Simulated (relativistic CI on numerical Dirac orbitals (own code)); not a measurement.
# Kr⁺: one ion under different settings

Aim: see what numerical and physical settings do to the SCF, the total energy and the lowest levels of Kr⁺.

Method: Dirac-Coulomb-Breit CI, KLI orbitals optimised for each configuration, model QED (radiative potential, 1s self-energy scaled to tabulated hydrogen-like ionisation energies), numerical settings as typed. Code: relativistic CI on numerical Dirac orbitals (own code) version 3.

### Step 1. The system

| Property | Result |
| --- | --- |
| ion | Kr⁺ (Kr II) |
| nuclear charge | 36 |
| electrons | 35 |
| isotope | A = 84 |

### Step 2. A try

Settings of the run:

```ini
atom Kr  Z=36  charge=1  electrons=35
nucleus A=84  rms_radius_fm=4.1884
hamiltonian dirac-coulomb  breit=on  qed=on  c_scale=1
orbitals kli  potential=per-configuration
slater_scale 1
correlation none
mixing on
grid step=0.0125 r_max=74.5
scf mixing=0.4 start=green max_iterations=4 tolerance=2e-08 node_fill=0.05
configurations
  [Ar] 3d10 4s2 4p5
  [Ar] 3d10 4s2 4p4 4d
end
```

Run with:

```
$ python run_levels.py task.json out
```

task.json lists these runs, among others, and the program works through them in turn.

Results of the run (chosen fields of its result record, rounded):

```text
{
  "status": "not_converged",
  "warnings": ["SCF of 1s2 2s2 2p6 3s2 3p6 3d10 4s2 4p5 did not converge"],
  "scf_steps of the first configuration [iteration, E_Ha, residual, outer_eigenvalue_Ha]": [
    [1, -2780.38552, 1.73, -1.44],
    [2, -2787.7182, 0.461, -0.9794],
    [3, -2788.338057, 0.0828, -0.8633],
    [4, -2788.350903, 0.0795, -0.9175]
  ]
}
```

It took 0.023 s on 1 thread, shared host.

What went wrong: the run ended without a result. The SCF ran into its iteration limit before the residual met the tolerance. The input had iteration limit 4. The cure is to restore the usual settings of the SCF.

### Step 3. With the usual settings

Settings: those of step 2 with these lines changed.

```diff
@@ -8,3 +8,3 @@
 grid step=0.0125 r_max=74.5
-scf mixing=0.4 start=green max_iterations=4 tolerance=2e-08 node_fill=0.05
+scf mixing=0.4 start=green max_iterations=150 tolerance=2e-08 node_fill=0.05
 configurations
```

From the record:

```text
{
  "status": "converged",
  "levels [i, E_cm, J2, conf, term, w_term, w_jj]": [
    [0, 0, 3, "4p5", "2P*", 1, 1],
    [1, 5420.1145, 1, "4p5", "2P*", 1, 1],
    [2, 114700.51, 7, "4p4 4d", "4D", 0.951, 0.5591],
    [3, 115007.81, 5, "4p4 4d", "4D", 0.9375, 0.4503],
    [4, 115622.1, 3, "4p4 4d", "4D", 0.9353, 0.5555],
    [5, 116265.3, 1, "4p4 4d", "4D", 0.9468, 0.6049],
    [6, 120946.84, 9, "4p4 4d", "4F", 0.9664, 0.8253],
    [7, 123133.13, 7, "4p4 4d", "4F", 0.8819, 0.4765],
    [8, 124788.44, 5, "4p4 4d", "4F", 0.9578, 0.6056],
    [9, 125615.93, 1, "4p4 4d", "4P", 0.8367, 0.6412],
    [10, 125642.24, 3, "4p4 4d", "4F", 0.9783, 0.3843],
    [11, 126366.76, 1, "4p4 4d", "2P", 0.8328, 0.6763],
    [12, 126761.21, 3, "4p4 4d", "4P", 0.9018, 0.306],
    [13, 128083.97, 7, "4p4 4d", "2F", 0.8568, 0.4031],
    "... 16 more rows left out ..."
  ],
  "total_energy [Ha]": -2785.9862828,
  "n_levels_all": 30,
  "overlap": 2.75676e-12,
  "scf_iterations": [11, 12],
  "orbital_energies [Ha]": {"1s": -520.202, "2s": -69.0289, "2p1/2": -62.4163, "2p3/2": -60.4433, "3s": -10.4151, "3p1/2": -8.07488, "3p3/2": -7.78511, "3d3/2": -3.70761, "3d5/2": -3.65999, "4s": -1.43184, "4p1/2": -0.924223, "4p3/2": -0.898906},
  "configurations [conf, odd, states, E_av_Ha, breit_Ha, qed_Ha]": [
    ["4p5", 1, 6, -2788.358985, 1.425, 0.956],
    ["4p4 4d", 0, 150, -2787.753504, 1.424, 0.9561]
  ],
  "scf_steps of the first configuration [iteration, E_Ha, residual, outer_eigenvalue_Ha]": [
    [1, -2780.38552, 1.73, -1.44],
    [2, -2787.7182, 0.461, -0.9794],
    [3, -2788.338057, 0.0828, -0.8633],
    [4, -2788.350903, 0.0795, -0.9175],
    [5, -2788.358998, 0.00305, -0.8986],
    [6, -2788.358914, 0.00148, -0.8983],
    [7, -2788.358967, 0.000378, -0.8988],
    [8, -2788.358991, 0.00016, -0.899],
    [9, -2788.358985, 2.96e-06, -0.8989],
    [10, -2788.358985, 1.61e-07, -0.8989],
    [11, -2788.358985, 2.26e-09, -0.8989]
  ]
}
```

Wall time 0.2 s (1 thread, shared host).

### Step 4. Nuclear radius 5.4449

Settings: those of step 3 with these lines changed.

```diff
@@ -1,3 +1,3 @@
 atom Kr  Z=36  charge=1  electrons=35
-nucleus A=84  rms_radius_fm=4.1884
+nucleus A=84  rms_radius_fm=5.4449
 hamiltonian dirac-coulomb  breit=on  qed=on  c_scale=1
```

From the record:

```text
{
  "status": "converged",
  "levels [i, E_cm, J2, conf, term, w_term]": [
    [0, 0, 3, "4p5", "2P*", 1],
    [1, 5420.099, 1, "4p5", "2P*", 1],
    [2, 114700.81, 7, "4p4 4d", "4D", 0.951],
    [3, 115008.11, 5, "4p4 4d", "4D", 0.9375],
    [4, 115622.4, 3, "4p4 4d", "4D", 0.9353],
    [5, 116265.59, 1, "4p4 4d", "4D", 0.9468],
    [6, 120947.16, 9, "4p4 4d", "4F", 0.9664],
    [7, 123133.44, 7, "4p4 4d", "4F", 0.8819],
    "... 22 more rows left out ..."
  ],
  "total_energy [Ha]": -2785.9708948,
  "n_levels_all": 30,
  "overlap": 2.75596e-12,
  "scf_iterations": [11, 12],
  "orbital_energies [Ha]": {"1s": -520.195, "2s": -69.0282, "2p1/2": -62.4163, "2p3/2": -60.4434, "3s": -10.415, "3p1/2": -8.07489, "3p3/2": -7.78512, "3d3/2": -3.70762, "3d5/2": -3.66, "4s": -1.43182, "4p1/2": -0.924225, "4p3/2": -0.898908},
  "configurations [conf, odd, states, E_av_Ha, breit_Ha, qed_Ha]": [
    ["4p5", 1, 6, -2788.343439, 1.425, 0.9559],
    ["4p4 4d", 0, 150, -2787.737957, 1.424, 0.956]
  ],
  "scf_steps of the first configuration [iteration, E_Ha, residual, outer_eigenvalue_Ha]": [
    [1, -2780.37006, 1.73, -1.44],
    [2, -2787.702663, 0.461, -0.9794],
    [3, -2788.322512, 0.0828, -0.8633],
    [4, -2788.335357, 0.0795, -0.9175],
    [5, -2788.343453, 0.00305, -0.8986],
    [6, -2788.343369, 0.00148, -0.8983],
    [7, -2788.343421, 0.000378, -0.8988],
    [8, -2788.343446, 0.00016, -0.899],
    [9, -2788.343439, 2.96e-06, -0.8989],
    [10, -2788.343439, 1.61e-07, -0.8989],
    [11, -2788.343439, 2.26e-09, -0.8989]
  ]
}
```

Wall time 0.2 s (1 thread, shared host).

The changed nuclear radius is not that of the isotope named.

### Step 5. Potential mixing 0.2

Settings of the run:

```ini
atom Kr  Z=36  charge=1  electrons=35
nucleus A=84  rms_radius_fm=4.1884
hamiltonian dirac-coulomb  breit=on  qed=on  c_scale=1
orbitals kli  potential=per-configuration
slater_scale 1
correlation none
mixing on
grid step=0.0125 r_max=74.5
scf mixing=0.2 start=green max_iterations=150 tolerance=2e-08 node_fill=0.05
configurations
  [Ar] 3d10 4s2 4p5
  [Ar] 3d10 4s2 4p4 4d
end
```

From the record:

```text
{
  "status": "converged",
  "levels [i, E_cm, J2, conf, term, w_term]": [
    [0, 0, 3, "4p5", "2P*", 1],
    [1, 5420.1145, 1, "4p5", "2P*", 1],
    [2, 114700.51, 7, "4p4 4d", "4D", 0.951],
    [3, 115007.81, 5, "4p4 4d", "4D", 0.9375],
    [4, 115622.11, 3, "4p4 4d", "4D", 0.9353],
    [5, 116265.3, 1, "4p4 4d", "4D", 0.9468],
    [6, 120946.84, 9, "4p4 4d", "4F", 0.9664],
    [7, 123133.13, 7, "4p4 4d", "4F", 0.8819],
    "... 22 more rows left out ..."
  ],
  "total_energy [Ha]": -2785.9862828,
  "n_levels_all": 30,
  "overlap": 2.75489e-12,
  "scf_iterations": [12, 14],
  "orbital_energies [Ha]": {"1s": -520.202, "2s": -69.0289, "2p1/2": -62.4163, "2p3/2": -60.4433, "3s": -10.4151, "3p1/2": -8.07488, "3p3/2": -7.78511, "3d3/2": -3.70761, "3d5/2": -3.65999, "4s": -1.43184, "4p1/2": -0.924223, "4p3/2": -0.898906},
  "configurations [conf, odd, states, E_av_Ha, breit_Ha, qed_Ha]": [
    ["4p5", 1, 6, -2788.358985, 1.425, 0.956],
    ["4p4 4d", 0, 150, -2787.753504, 1.424, 0.9561]
  ],
  "scf_steps of the first configuration [iteration, E_Ha, residual, outer_eigenvalue_Ha]": [
    [1, -2780.38552, 1.73, -1.44],
    [2, -2784.960564, 1.13, -1.188],
    [3, -2788.298378, 0.148, -0.842],
    [4, -2788.317529, 0.109, -0.8514],
    [5, -2788.35895, 0.0046, -0.8979],
    [6, -2788.358969, 0.00249, -0.8982],
    [7, -2788.358909, 0.0016, -0.8983],
    [8, -2788.35899, 0.000146, -0.899],
    [9, -2788.35899, 0.00014, -0.899],
    [10, -2788.358985, 2.09e-06, -0.8989],
    [11, -2788.358985, 2.63e-07, -0.8989],
    [12, -2788.358985, 4.86e-09, -0.8989]
  ]
}
```

Run time: 0.22 s. Hardware: 1 thread, shared host.

### Step 6. End of the grid 223.5, QED terms off

Settings of the run:

```ini
atom Kr  Z=36  charge=1  electrons=35
nucleus A=84  rms_radius_fm=4.1884
hamiltonian dirac-coulomb  breit=on  qed=off  c_scale=1
orbitals kli  potential=per-configuration
slater_scale 1
correlation none
mixing on
grid step=0.0125 r_max=223.5
scf mixing=0.4 start=green max_iterations=150 tolerance=2e-08 node_fill=0.05
configurations
  [Ar] 3d10 4s2 4p5
  [Ar] 3d10 4s2 4p4 4d
end
```

From the record:

```text
{
  "status": "converged",
  "levels [i, E_cm, J2, conf, term, w_term]": [
    [0, 0, 3, "4p5", "2P*", 1],
    [1, 5408.6013, 1, "4p5", "2P*", 1],
    [2, 114684.55, 7, "4p4 4d", "4D", 0.9512],
    [3, 114991.97, 5, "4p4 4d", "4D", 0.9377],
    [4, 115605.18, 3, "4p4 4d", "4D", 0.9355],
    [5, 116246.62, 1, "4p4 4d", "4D", 0.9471],
    [6, 120933.12, 9, "4p4 4d", "4F", 0.9665],
    [7, 123115.56, 7, "4p4 4d", "4F", 0.8825],
    "... 22 more rows left out ..."
  ],
  "total_energy [Ha]": -2786.9422776,
  "n_levels_all": 30,
  "overlap": 2.75675e-12,
  "scf_iterations": [11, 12],
  "orbital_energies [Ha]": {"1s": -520.202, "2s": -69.0289, "2p1/2": -62.4163, "2p3/2": -60.4433, "3s": -10.4151, "3p1/2": -8.07488, "3p3/2": -7.78511, "3d3/2": -3.70761, "3d5/2": -3.65999, "4s": -1.43184, "4p1/2": -0.924223, "4p3/2": -0.898906},
  "configurations [conf, odd, states, E_av_Ha, breit_Ha, qed_Ha]": [
    ["4p5", 1, 6, -2788.358985, 1.425, 0],
    ["4p4 4d", 0, 150, -2787.753504, 1.424, 0]
  ],
  "scf_steps of the first configuration [iteration, E_Ha, residual, outer_eigenvalue_Ha]": [
    [1, -2780.38552, 1.73, -1.44],
    [2, -2787.7182, 0.461, -0.9794],
    [3, -2788.338057, 0.0828, -0.8633],
    [4, -2788.350903, 0.0795, -0.9175],
    [5, -2788.358998, 0.00305, -0.8986],
    [6, -2788.358914, 0.00148, -0.8983],
    [7, -2788.358967, 0.000378, -0.8988],
    [8, -2788.358991, 0.00016, -0.899],
    [9, -2788.358985, 2.96e-06, -0.8989],
    [10, -2788.358985, 1.61e-07, -0.8989],
    [11, -2788.358985, 2.26e-09, -0.8989]
  ]
}
```

It took 0.21 s on 1 thread, shared host.

### Step 7. Breit term off, node fill 0

Settings of the run:

```ini
atom Kr  Z=36  charge=1  electrons=35
nucleus A=84  rms_radius_fm=4.1884
hamiltonian dirac-coulomb  breit=off  qed=on  c_scale=1
orbitals kli  potential=per-configuration
slater_scale 1
correlation none
mixing on
grid step=0.0125 r_max=74.5
scf mixing=0.4 start=green max_iterations=150 tolerance=2e-08 node_fill=0
configurations
  [Ar] 3d10 4s2 4p5
  [Ar] 3d10 4s2 4p4 4d
end
```

From the record:

```text
{
  "status": "converged",
  "levels [i, E_cm, J2, conf, term, w_term]": [
    [0, 0, 3, "4p5", "2P*", 1],
    [1, 5487.5674, 1, "4p5", "2P*", 1],
    [2, 114690.28, 7, "4p4 4d", "4D", 0.9506],
    [3, 114996.54, 5, "4p4 4d", "4D", 0.9371],
    [4, 115614.86, 3, "4p4 4d", "4D", 0.9346],
    [5, 116265.79, 1, "4p4 4d", "4D", 0.9461],
    [6, 120988.35, 9, "4p4 4d", "4F", 0.9659],
    [7, 123198.94, 7, "4p4 4d", "4F", 0.8806],
    "... 22 more rows left out ..."
  ],
  "total_energy [Ha]": -2787.4112272,
  "n_levels_all": 30,
  "overlap": 2.80634e-12,
  "scf_iterations": [11, 12],
  "orbital_energies [Ha]": {"1s": -520.45, "2s": -69.125, "2p1/2": -62.5241, "2p3/2": -60.5487, "3s": -10.4473, "3p1/2": -8.10839, "3p3/2": -7.81811, "3d3/2": -3.74037, "3d5/2": -3.69251, "4s": -1.4389, "4p1/2": -0.929606, "4p3/2": -0.904031},
  "configurations [conf, odd, states, E_av_Ha, breit_Ha, qed_Ha]": [
    ["4p5", 1, 6, -2788.359044, 0, 0.9562],
    ["4p4 4d", 0, 150, -2787.753562, 0, 0.9562]
  ],
  "scf_steps of the first configuration [iteration, E_Ha, residual, outer_eigenvalue_Ha]": [
    [1, -2780.38552, 1.71, -1.44],
    [2, -2787.681033, 0.456, -0.9838],
    [3, -2788.340515, 0.0813, -0.8686],
    [4, -2788.345014, 0.0788, -0.9232],
    [5, -2788.358919, 0.00334, -0.904],
    [6, -2788.359073, 0.00157, -0.9034],
    [7, -2788.359049, 0.000274, -0.904],
    [8, -2788.35904, 0.000153, -0.9041],
    [9, -2788.359044, 4.19e-06, -0.904],
    [10, -2788.359044, 2.37e-07, -0.904],
    [11, -2788.359044, 2.12e-09, -0.904]
  ]
}
```

Run time: 0.21 s. Hardware: 1 thread, shared host.

### Step 8. Node fill 5

Settings of the run:

```ini
atom Kr  Z=36  charge=1  electrons=35
nucleus A=84  rms_radius_fm=4.1884
hamiltonian dirac-coulomb  breit=on  qed=on  c_scale=1
orbitals kli  potential=per-configuration
slater_scale 1
correlation none
mixing on
grid step=0.0125 r_max=74.5
scf mixing=0.4 start=green max_iterations=54 tolerance=2e-08 node_fill=5
configurations
  [Ar] 3d10 4s2 4p5
  [Ar] 3d10 4s2 4p4 4d
end
```

From the record:

```text
{
  "status": "converged",
  "levels [i, E_cm, J2, conf, term, w_term]": [
    [0, 0, 3, "4p5", "2P*", 1],
    [1, 6324.7948, 1, "4p5", "2P*", 1],
    [2, 115813.89, 7, "4p4 4d", "4D", 0.9171],
    [3, 116057.49, 5, "4p4 4d", "4D", 0.9004],
    [4, 116719.98, 3, "4p4 4d", "4D", 0.8865],
    [5, 117520.94, 1, "4p4 4d", "4D", 0.8916],
    [6, 120612.47, 9, "4p4 4d", "4F", 0.954],
    [7, 122857.94, 7, "4p4 4d", "4F", 0.735],
    "... 22 more rows left out ..."
  ],
  "total_energy [Ha]": -2785.604138,
  "n_levels_all": 30,
  "overlap": 1.60818e-12,
  "scf_iterations": [12, 13],
  "orbital_energies [Ha]": {"1s": -516.052, "2s": -67.4665, "2p1/2": -60.5982, "2p3/2": -58.6715, "3s": -9.7839, "3p1/2": -7.43373, "3p3/2": -7.15456, "3d3/2": -3.13479, "3d5/2": -3.09082, "4s": -1.24313, "4p1/2": -0.77768, "4p3/2": -0.757281},
  "configurations [conf, odd, states, E_av_Ha, breit_Ha, qed_Ha]": [
    ["4p5", 1, 6, -2787.946987, 1.4, 0.9523],
    ["4p4 4d", 0, 150, -2787.349245, 1.4, 0.9524]
  ],
  "scf_steps of the first configuration [iteration, E_Ha, residual, outer_eigenvalue_Ha]": [
    [1, -2780.38552, 2.14, -1.44],
    [2, -2788.243819, 0.552, -0.8741],
    [3, -2787.844415, 0.109, -0.7318],
    [4, -2788.078886, 0.0702, -0.7658],
    [5, -2787.944724, 0.00285, -0.7545],
    [6, -2787.947304, 0.000428, -0.7578],
    [7, -2787.947908, 0.000714, -0.7577],
    [8, -2787.946626, 0.000262, -0.7572],
    [9, -2787.946988, 2e-06, -0.7573],
    [10, -2787.946989, 1.47e-06, -0.7573],
    [11, -2787.946987, 8.17e-08, -0.7573],
    [12, -2787.946987, 1.05e-08, -0.7573]
  ]
}
```

Wall time 0.21 s (1 thread, shared host).

A bad setting: its result is shown only for the comparison.

### Step 9. Comparison

| setting | total energy less usual (Ha) | largest shift of a level among the lowest eight of both runs, same label and place (cm⁻¹) | SCF iterations | time | lowest level | kind of change |
| --- | --- | --- | --- | --- | --- | --- |
| usual | 0 | 0 | 23 | 0.2 s | 4p5 2P°3/2 | - |
| nuclear radius 5.4449 | 0.0154 | 0.322 | 23 | 0.2 s | 4p5 2P°3/2 | unphysical constant |
| potential mixing 0.2 | 0 | 0 | 26 | 0.22 s | 4p5 2P°3/2 | numerical |
| end of the grid 223.5, QED terms off | -0.956 | 18.7 | 23 | 0.21 s | 4p5 2P°3/2 | model term |
| Breit term off, node fill 0 | -1.42 | 67.5 | 23 | 0.21 s | 4p5 2P°3/2 | model term |
| node fill 5 | 0.382 | 1260 | 25 | 0.21 s | 4p5 2P°3/2 | unsound |

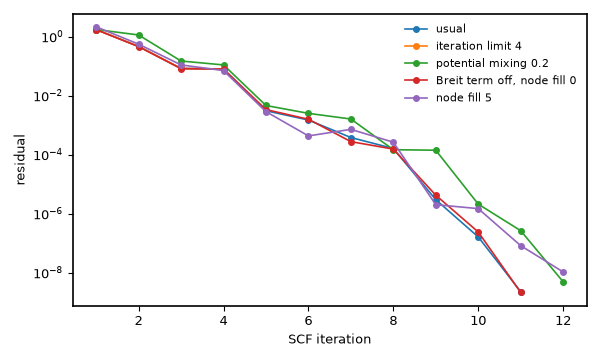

Residual of the first configuration's SCF.

### Step 10. Summary of results

| quantity | value |
| --- | --- |
| lowest level, usual settings | 4p5 2P°3/2 |
| total energy | -2785.9863 Ha |
| first excitation | 5420.1 cm⁻¹ |
| runs without a result | 1 |

Among the runs whose levels can be followed, they move most under «node fill 5» (unsound), by up to 1260 cm⁻¹. No visible change in the result comes from «potential mixing 0.2». Only the listed configurations are in the model. Near neutrality, missing correlation can shift configurations against each other by thousands of cm⁻¹.
